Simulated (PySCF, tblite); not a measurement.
# C₅H₈NOSi radical: geometry, infrared bands and EPR parameters

Wanted: the infrared bands and EPR parameters of C₅H₈NOSi radical (`N#C[C@@H]1[CH]CC[Si@H]1O`), by calculation.

The runs use tblite 0.8.0 and PySCF 2.14.0, with density-fitted response routines of our own; the level of theory stands in each step. All values are computed, except where a source is named. Atoms count from 0, in the outputs and in this text.

### Step 1. The molecule as given

16 atoms, charge 0, multiplicity 2; geometry from: force field or distance geometry start.

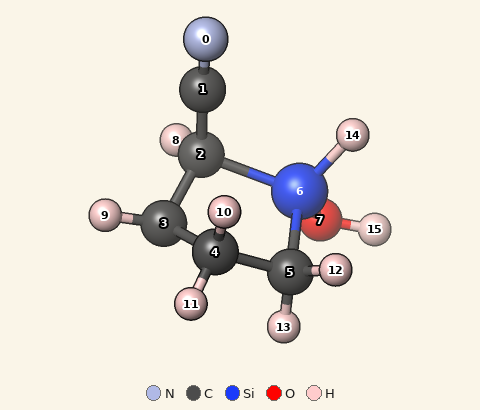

The starting geometry (nitrogen light blue, carbon dark grey, silicon blue, oxygen red, hydrogen pink), atoms numbered; sticks join atoms by distance.

### Step 2. Relaxing the molecule with GFN2-xTB

The job: settings as JSON, then the geometry in Å.

```
{"job": {"kind": "relax", "xc": "GFN2-xTB", "basis": "xTB"}, "charge": 0, "multiplicity": 2}
N     -1.477200     1.898400     2.076700
C     -0.919800     1.661100     1.113400
C     -0.180200     1.323000    -0.098800
C     -0.972900     0.447300    -1.055900
C     -1.113800    -0.916300    -0.407700
C      0.287600    -1.460500    -0.186300
Si     1.160400     0.112000     0.369200
O      2.608200     0.406800    -0.466800
H      0.205200     2.216700    -0.589700
H     -1.904900     0.882200    -1.407600
H     -1.669700    -0.920200     0.539400
H     -1.662000    -1.606300    -1.094000
H      0.264600    -2.212900     0.629500
H      0.660200    -1.830700    -1.151600
H      1.341800     0.115100     1.819800
H      3.364700    -0.107000    -0.100700
```

Command:

```
> OMP_NUM_THREADS=1 python probes_run.py task.json out
```

The driver reads the jobs from task.json and runs them one after another.

**Question.** This job is followed by: GFN2-xTB harmonic vibrations, gas phase; UKS B3LYP, pcH-1 on C H N O Si, non-relativistic, mean-field spin-orbit, GIAO. What will the session give for the following? strongest single infrared mode (GFN2-xTB); zero-point energy (GFN2-xTB); g(iso) (B3LYP); ⟨S²⟩; largest a(iso); surface potential, least and greatest.

As calculated:

```
                                 quantity                  value
strongest single infrared mode (GFN2-xTB)  2372 cm⁻¹, 390 km/mol
             zero-point energy (GFN2-xTB)          73.0 kcal/mol
                           g(iso) (B3LYP)                2.00258
                                     ⟨S²⟩     0.754 (exact 0.75)
                           largest a(iso)   1H on H10, 152.6 MHz
    surface potential, least and greatest     -1.99 V and 2.60 V
```

What this shows: The optimisation took 64 steps and gained 0.613 eV; among the close pairs (by a distance rule), Si6–O7 changed most, from 1.698 to 1.627 Å. No mode is imaginary among the 42: a minimum at this level. The strongest single mode, at 2372 cm⁻¹, moves mainly C1 and N0. GFN2-xTB is a fitted tight-binding method: band positions and strengths are rough. Its intensities can rank the bands wrongly. C3 carries the largest spin population, 1.01 e. The isotropic g lies 0.3 ppt above the free-electron value.
